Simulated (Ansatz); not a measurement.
**WH3BrCl3F: geometry relaxation (part 2 of 2)**

The same run, continued: WH3BrCl3F; RHF/def2-SVP (Ansatz 0.2.0). It belongs to a series of runs on one base structure; here: end point B relaxed.

Geometry of the input (Å):
```
W  0.1461  0.3096  -0.5624
F  -0.1979  0.2683  2.4700
H  1.5653  -0.3414  0.0283
Cl 0.6839  2.4144  0.5545
Cl -3.6122  -0.6849  0.3750
H  -0.1672  -1.1881  0.1297
Cl 0.3021  0.4015  -2.8182
Br -2.1766  0.9471  0.3645
H  -0.1937  1.1619  2.2788
```

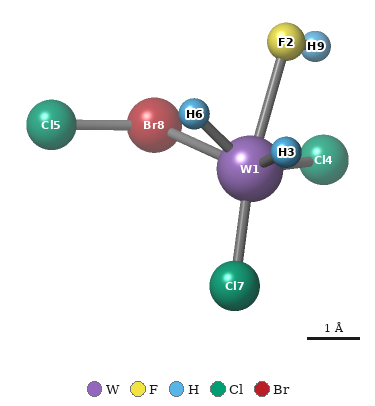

*The geometry at step 11 of the log (ball-and-stick view, seen at a tilt; atoms are numbered from 1 in the order of the input).*

Trajectory as extended XYZ, continued
```
9
Properties=species:S:1:pos:R:3:forces:R:3 step=4 energy=-112045.97856
W     0.1282    0.3065   -0.5622    0.1459  -0.0075   0.0155
F    -0.1394    0.2739    2.5201    0.1387   0.9639  -0.0883
H     1.5487   -0.3356    0.0335   -0.0038   0.0086  -0.0377
Cl    0.6417    2.4222    0.5283   -0.0455   0.0004  -0.0084
Cl   -3.6715   -0.7297    0.2607    0.0142   0.0055  -0.0562
H    -0.1953   -1.1777    0.1577   -0.0559  -0.0063   0.0221
Cl    0.3101    0.3885   -2.8180    0.0001  -0.0127  -0.0074
Br   -2.3167    0.9640    0.2620   -0.1827  -0.0114  -0.0027
H     0.0442    1.1761    2.4379   -0.0108  -0.9404   0.1631
9
Properties=species:S:1:pos:R:3:forces:R:3 step=5 energy=-112046.00458
W     0.1251    0.3088   -0.5556    0.0905  -0.0276  -0.0062
F    -0.1522    0.2947    2.5194    0.2769   0.8137  -0.0302
H     1.5489   -0.3400    0.0255   -0.0018  -0.0101  -0.0192
Cl    0.6195    2.4297    0.5270   -0.0211   0.0240  -0.0102
Cl   -3.6812   -0.7466    0.2164    0.0284   0.0248  -0.0551
H    -0.2224   -1.1678    0.1724   -0.0296   0.0062   0.0233
Cl    0.3161    0.3822   -2.8121   -0.0005  -0.0030   0.0119
Br   -2.3417    0.9584    0.2605   -0.1780  -0.0181  -0.0021
H     0.1379    1.1688    2.4667   -0.1647  -0.8099   0.0878
9
Properties=species:S:1:pos:R:3:forces:R:3 step=6 energy=-112046.04209
W     0.1206    0.3238   -0.5248    0.1697  -0.1029   0.1630
F    -0.0320    0.3051    2.5327    0.1577   0.4632  -0.0174
H     1.5248   -0.4345   -0.0138   -0.0479   0.0516  -0.0189
Cl    0.5269    2.4831    0.5191   -0.0248  -0.0272  -0.0748
Cl   -3.6965   -0.7800    0.0715    0.0988   0.1505  -0.0381
H    -0.2902   -1.1134    0.2538   -0.0368   0.0109  -0.0277
Cl    0.3369    0.3742   -2.7820    0.0066   0.0338  -0.0588
Br   -2.4068    0.9593    0.2563   -0.2323  -0.1364   0.0415
H     0.2664    1.1707    2.5073   -0.0911  -0.4435   0.0312
9
Properties=species:S:1:pos:R:3:forces:R:3 step=7 energy=-112046.07226
W     0.1181    0.3106   -0.4610    0.2479   0.1151   0.2895
F     0.1057    0.3380    2.5377    0.0443   0.0595  -0.1071
H     1.5127   -0.5266   -0.0127   -0.1999   0.0369  -0.0571
Cl    0.4236    2.5444    0.4574   -0.0622  -0.2187  -0.0575
Cl   -3.7404   -0.8192   -0.1144    0.2852   0.4499   0.0751
H    -0.3998   -1.0990    0.3226    0.0533   0.0128  -0.0568
Cl    0.3740    0.4192   -2.7198   -0.0129  -0.0141  -0.0188
Br   -2.5024    0.9456    0.2811   -0.3558  -0.4450  -0.0933
H     0.4584    1.1754    2.5292    0.0001   0.0037   0.0260
9
Properties=species:S:1:pos:R:3:forces:R:3 step=8 energy=-112046.08945
W     0.1318    0.3069   -0.3941    0.3356  -0.0301   0.5444
F     0.2702    0.3642    2.4587    0.1854   0.6631  -0.0086
H     1.4884   -0.6418   -0.0142   -0.2875   0.1804  -0.1220
Cl    0.3306    2.5845    0.4497   -0.0649  -0.2351  -0.1108
Cl   -3.7950   -0.8244   -0.2549    0.4372   0.6405   0.1945
H    -0.4300   -1.1137    0.3537    0.0262   0.1034  -0.0750
Cl    0.3907    0.4462   -2.6564   -0.0145  -0.0040  -0.0550
Br   -2.5800    0.9317    0.3008   -0.4161  -0.6345  -0.2134
H     0.5433    1.2347    2.5767   -0.2014  -0.6837  -0.1541
9
Properties=species:S:1:pos:R:3:forces:R:3 step=9 energy=-112046.10780
W     0.1506    0.3080   -0.3422    0.1273  -0.1642   0.1936
F     0.1841    0.3546    2.4096    0.5516   1.2873  -0.1828
H     1.5030   -0.6361    0.0023   -0.0901   0.0526  -0.0269
Cl    0.3330    2.5851    0.4721   -0.0002   0.0126   0.0139
Cl   -3.7783   -0.7994   -0.2058    0.2636   0.3648   0.0918
H    -0.3965   -1.1438    0.3414   -0.0392   0.0484   0.0223
Cl    0.3811    0.4650   -2.6064    0.0197   0.0218  -0.0687
Br   -2.5478    0.9300    0.3138   -0.3225  -0.3744  -0.0871
H     0.5207    1.2249    2.4353   -0.5102  -1.2488   0.0438
9
Properties=species:S:1:pos:R:3:forces:R:3 step=10 energy=-112046.11481
W     0.1744    0.3063   -0.2509    0.1349  -0.3455   0.1409
F     0.2747    0.3477    2.2383    0.6184   2.1139   0.3535
H     1.5033   -0.7054    0.0187   -0.1017   0.1370  -0.0322
Cl    0.2797    2.6215    0.4769    0.0066   0.1086   0.0320
Cl   -3.8001   -0.7937   -0.2675    0.2646   0.3143   0.1110
H    -0.4263   -1.1495    0.3874   -0.0188   0.0595  -0.0343
Cl    0.3939    0.4937   -2.5187    0.0151   0.0062  -0.1110
Br   -2.5887    0.9174    0.3362   -0.3016  -0.2771  -0.0860
H     0.5390    1.2502    2.3997   -0.6175  -2.1170  -0.3738
9
Properties=species:S:1:pos:R:3:forces:R:3 step=11 energy=-112046.13389
W     0.1991    0.2995   -0.2886    0.0764  -0.1473   0.2274
F     0.2970    0.3192    2.2696    0.0391   1.5015   0.1065
H     1.5392   -0.6865   -0.0155   -0.0808   0.0477  -0.0368
Cl    0.3043    2.6063    0.4725   -0.0196   0.0199   0.0190
Cl   -3.7556   -0.7760   -0.2131    0.1348   0.2259   0.0908
H    -0.4228   -1.1332    0.3742    0.0164   0.0202  -0.0487
Cl    0.3947    0.4567   -2.5610    0.0131   0.0225  -0.0493
Br   -2.5831    0.9601    0.3668   -0.1796  -0.2500  -0.1242
H     0.3771    1.2420    2.4151    0.0003  -1.4404  -0.1847
9
Properties=species:S:1:pos:R:3:forces:R:3 step=12 energy=-112046.10708 accepted=F
W     0.1867    0.2814   -0.2240    0.4147   0.6304  -0.7132
F     0.2373    0.4090    2.2466   -0.0701  -0.4777  -0.0202
H     1.4954   -0.7692   -0.1433   -0.0098  -0.0183   0.3356
Cl    0.2606    2.6366    0.4994   -0.0409  -0.2383  -0.1753
Cl   -3.7976   -0.8233   -0.1119   -0.0256  -0.0705  -0.0374
H    -0.4666   -1.1713    0.3279   -0.0893  -0.1728   0.1676
Cl    0.5718    0.5155   -2.4889   -0.1951   0.0029   0.3363
Br   -2.6408    0.9479    0.2906   -0.0233   0.1265   0.1111
H     0.5033    1.2616    2.4237    0.0394   0.2180  -0.0045
9
Properties=species:S:1:pos:R:3:forces:R:3 step=13 energy=-112046.15955
W     0.2035    0.2937   -0.2369    0.0067   0.0770  -0.1716
F     0.2612    0.3441    2.2138    0.2285   0.9857   0.1834
H     1.5238   -0.7237   -0.0236    0.0319   0.0147   0.0634
Cl    0.2730    2.6284    0.4772    0.0074  -0.0435   0.0058
Cl   -3.7646   -0.7932   -0.1899   -0.0075   0.0041   0.0057
H    -0.4381   -1.1526    0.3682   -0.0315  -0.0256   0.0214
Cl    0.4457    0.4949   -2.5083   -0.0103  -0.0079   0.0467
Br   -2.6215    0.9591    0.3397   -0.0270  -0.0118  -0.0042
H     0.4672    1.2376    2.3800   -0.1982  -0.9928  -0.1507
9
Properties=species:S:1:pos:R:3:forces:R:3 step=14 energy=-112046.17304
W     0.2128    0.3107   -0.2597   -0.0438   0.0629   0.0042
F     0.2631    0.3313    2.2193    0.0351   0.1513   0.0197
H     1.5417   -0.6809    0.0113    0.0313  -0.0039  -0.0122
Cl    0.2744    2.6384    0.4298   -0.0212  -0.0715   0.0427
Cl   -3.8026   -0.8017   -0.1801    0.0023  -0.0113   0.0009
H    -0.4451   -1.1224    0.3588   -0.0297  -0.0461   0.0221
Cl    0.4570    0.4725   -2.5310    0.0112  -0.0022  -0.0211
Br   -2.6633    0.9597    0.3229    0.0333   0.0259  -0.0187
H     0.5120    1.1806    2.4488   -0.0186  -0.1051  -0.0377
9
Properties=species:S:1:pos:R:3:forces:R:3 step=15 energy=-112046.17462
W     0.2050    0.3070   -0.2608   -0.0403   0.0718  -0.0113
F     0.2555    0.3428    2.2234    0.0064  -0.0812  -0.0084
H     1.5366   -0.6834   -0.0005    0.0306  -0.0125   0.0201
Cl    0.2558    2.6283    0.4540    0.0064  -0.0120  -0.0238
Cl   -3.7811   -0.8031   -0.1751   -0.0228  -0.0114  -0.0033
H    -0.4543   -1.1260    0.3590   -0.0125  -0.0230   0.0167
Cl    0.4589    0.4666   -2.5321    0.0024   0.0095   0.0179
Br   -2.6548    0.9720    0.3076    0.0221   0.0034  -0.0056
H     0.5283    1.1841    2.4445    0.0078   0.0554  -0.0024
9
Properties=species:S:1:pos:R:3:forces:R:3 step=16 energy=-112046.17509
W     0.1974    0.3048   -0.2578   -0.0051   0.0790  -0.0184
F     0.2772    0.3406    2.2275   -0.0109  -0.0476  -0.0164
H     1.5308   -0.6836    0.0050    0.0187  -0.0122   0.0164
Cl    0.2559    2.6264    0.4564   -0.0028  -0.0243  -0.0154
Cl   -3.7908   -0.8058   -0.1919   -0.0081  -0.0073  -0.0024
H    -0.4640   -1.1225    0.3740    0.0000  -0.0364  -0.0076
Cl    0.4620    0.4763   -2.5280   -0.0147  -0.0084   0.0317
Br   -2.6585    0.9620    0.3049    0.0124   0.0158   0.0008
H     0.5400    1.1901    2.4300    0.0105   0.0413   0.0111
9
Properties=species:S:1:pos:R:3:forces:R:3 step=17 energy=-112046.17548
W     0.1996    0.3057   -0.2568   -0.0070   0.0162  -0.0062
F     0.2765    0.3377    2.2240    0.0015   0.0111   0.0035
H     1.5342   -0.6812    0.0098    0.0123  -0.0028   0.0016
Cl    0.2549    2.6264    0.4541   -0.0001   0.0032  -0.0003
Cl   -3.7877   -0.8015   -0.1905   -0.0100  -0.0032   0.0000
H    -0.4582   -1.1270    0.3688   -0.0035  -0.0132   0.0020
Cl    0.4537    0.4729   -2.5273   -0.0026  -0.0008   0.0067
Br   -2.6547    0.9662    0.3063    0.0101   0.0018  -0.0042
H     0.5317    1.1892    2.4317   -0.0007  -0.0123  -0.0033
```

Summary

```csv
quantity,value
outcome,converged
total energy,−112046.1755 eV
mean-field energy,−112046.1755 eV
largest force (length of the vector) at the end,0.019 eV/Å
wall time,58 s (CPU time 3.6 min)
peak memory,0.55 GiB
```
